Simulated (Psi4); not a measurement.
# UPBE/def2-SVP (sweep point 3) run of SiH3O (SMILES O[SiH2])

Aim: the vertical ionisation energy of SiH3O at UPBE/def2-SVP (sweep point 3), from 2 runs. 

The results are computed with Psi4 1.11.

4 further runs of the same task are left out: 4 set aside as unsound or not needed.

### Step 1. Starting point

The species is SiH3O (5 atoms), meant as a doublet with charge 0. SMILES: `O[SiH2]`. The coordinates come from a GFN2-xTB relaxation. This is one conformer, not always the lowest.

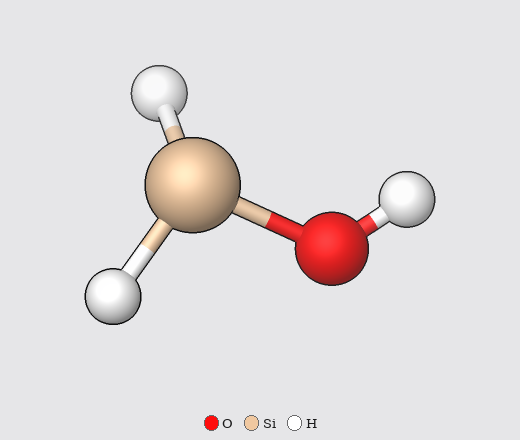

The structure, seen from a chosen angle (oxygen red, silicon light orange, hydrogen white).

### Step 2. The energy at UPBE/def2-SVP (sweep point 3)

Input file h3osi.inp:

```
memory 1600 mb

molecule {
  0 2
  O      0.557310    -0.433760     0.798460
  Si     0.001930     0.341950    -0.533940
  H      0.725690    -1.370660     0.814800
  H     -1.244820    -0.253580    -1.000760
  H     -0.040110     1.716040    -0.078560
  symmetry c1
}

set {
  basis def2-SVP
  reference uks
  puream true
  scf_type pk
  dft_radial_points 35
  dft_spherical_points 110
  maxiter 150
}

e, wfn = energy('pbe', return_wfn=True)
print_variables()
```

Command:

```bash
psi4 -i h3osi.inp -o h3osi.out -n 1
```

h3osi.out, shortened:

```text
[...]
  Running in c1 symmetry.
[...]
  Nuclear repulsion =   58.013667488630723
[...]
  Multiplicity = 2
[...]
  Nalpha       = 13
  Nbeta        = 12
[...]
    Number of basis functions: 47
[...]
   @UKS iter   1:  -365.90203793683247   -1.14342e-01   1.49414e-02 DIIS/ADIIS
[...]
   @UKS iter   9:  -366.10169776316332   -3.47217e-09   3.86679e-07 DIIS
[...]
   @S^2 Observed:                7.512199185E-01
[...]
    Orbital Energies [Eh]
    ---------------------
    Alpha Occupied:
       1A    -65.411529     2A    -18.763394     3A     -5.068134
       4A     -3.484608     5A     -3.483107     6A     -3.480136
       7A     -0.910211     8A     -0.520799     9A     -0.410483
      10A     -0.339585    11A     -0.318320    12A     -0.278335
      13A     -0.159684
    Alpha Virtual:
      14A     -0.012310    15A      0.049080    16A      0.065861
      17A      0.085983    18A      0.155530    19A      0.280580
      20A      0.331099    21A      0.370914    22A      0.412806
      23A      0.423661    24A      0.468262    25A      0.482294
[...]
  @UKS Final Energy:  -366.10169776316332
   => Energetics <=
    Nuclear Repulsion Energy =             58.0136674886307233
    One-Electron Energy =                -621.6138633318261100
    Two-Electron Energy =                 227.8985583156941459
    DFT Exchange-Correlation Energy =     -30.4000602356620817
    Empirical Dispersion Energy =           0.0000000000000000
    VV10 Nonlocal Energy =                  0.0000000000000000
    Total Energy =                       -366.1016977631633154
[...]
 Multipole Moments:
 ------------------------------------------------------------------------------------
     Multipole            Electronic (a.u.)      Nuclear  (a.u.)        Total (a.u.)
 ------------------------------------------------------------------------------------
 L = 1.  Multiply by 2.5417464519 to convert [e a0] to [Debye]
 Dipole X            :          1.0245880           -1.0292716           -0.0046835
 Dipole Y            :         -0.4445570           -0.0729633           -0.5175203
 Dipole Z            :          0.0244116           -0.1087869           -0.0843753
 Magnitude           :                                                    0.5243743
[...]
```

Run time: 4.5 s. Hardware: 1 thread of AMD EPYC, shared host; peak memory 0.22 GiB.

### Step 3. The singlet cation at the same level

Input file input.inp:

```
memory 1.6 GB

molecule {
  1 1
  O      0.557310    -0.433760     0.798460
  Si     0.001930     0.341950    -0.533940
  H      0.725690    -1.370660     0.814800
  H     -1.244820    -0.253580    -1.000760
  H     -0.040110     1.716040    -0.078560
  symmetry c1
}

set {
  basis def2-SVP
  puream true
  scf_type pk
  dft_radial_points 35
  dft_spherical_points 110
}

energy('pbe')
```

Command:

```bash
psi4 input.inp input.out -n 1
```

input.out, shortened:

```text
[...]
  Running in c1 symmetry.
[...]
  Nuclear repulsion =   58.013667488630723
[...]
  Multiplicity = 1
[...]
  Nalpha       = 12
  Nbeta        = 12
[...]
    Number of basis functions: 47
[...]
   @RKS iter   1:  -365.62454908385700    1.63147e-01   1.41328e-02 ADIIS/DIIS
[...]
   @RKS iter   9:  -365.81005719290550   -6.23936e-09   3.05915e-07 DIIS
[...]
    Orbital Energies [Eh]
    ---------------------
    Doubly Occupied:
       1A    -65.739224     2A    -19.047780     3A     -5.391561
       4A     -3.811905     5A     -3.804874     6A     -3.800807
       7A     -1.180529     8A     -0.790439     9A     -0.680162
      10A     -0.605438    11A     -0.586401    12A     -0.542749
[...]
  @RKS Final Energy:  -365.81005719290550
   => Energetics <=
    Nuclear Repulsion Energy =             58.0136674886307233
    One-Electron Energy =                -614.3142978828598189
    Two-Electron Energy =                 220.5719203400008439
    DFT Exchange-Correlation Energy =     -30.0813471386772591
    Empirical Dispersion Energy =           0.0000000000000000
    VV10 Nonlocal Energy =                  0.0000000000000000
    Total Energy =                       -365.8100571929055036
[...]
 Multipole Moments:
 ------------------------------------------------------------------------------------
     Multipole            Electronic (a.u.)      Nuclear  (a.u.)        Total (a.u.)
 ------------------------------------------------------------------------------------
 L = 1.  Multiply by 2.5417464519 to convert [e a0] to [Debye]
 Dipole X            :          0.9316818           -1.0292716           -0.0975898
 Dipole Y            :         -0.1395494           -0.0729633           -0.2125128
 Dipole Z            :         -0.9393724           -0.1087869           -1.0481593
 Magnitude           :                                                    1.0739289
[...]
```

It took 3.9 s on 1 thread of AMD EPYC, shared host; peak memory 0.22 GiB.

### Step 4. What came out

Level: UPBE/def2-SVP (sweep point 3).

| quantity | value |
| --- | --- |
| doublet SiH3O: total energy | -366.10170 Eh |
| doublet SiH3O: dipole moment | 1.33 D |
| doublet SiH3O: HOMO energy (highest over α and β) | -4.35 eV |
| doublet SiH3O: LUMO energy (lowest over α and β) | -2.66 eV |
| doublet SiH3O: ⟨S²⟩ | 0.751 |
| singlet cation: total energy | -365.81006 Eh |
| singlet cation: HOMO energy | -14.77 eV |
| singlet cation: LUMO energy | -11.37 eV |
| singlet cation: HOMO–LUMO gap | 3.40 eV |
| vertical ionisation energy (to the singlet cation) | 7.936 eV |

What this shows: The vertical ionisation energy comes to 7.94 eV (183 kcal/mol). Only the singlet of the ionised species was computed; a triplet could lie lower.
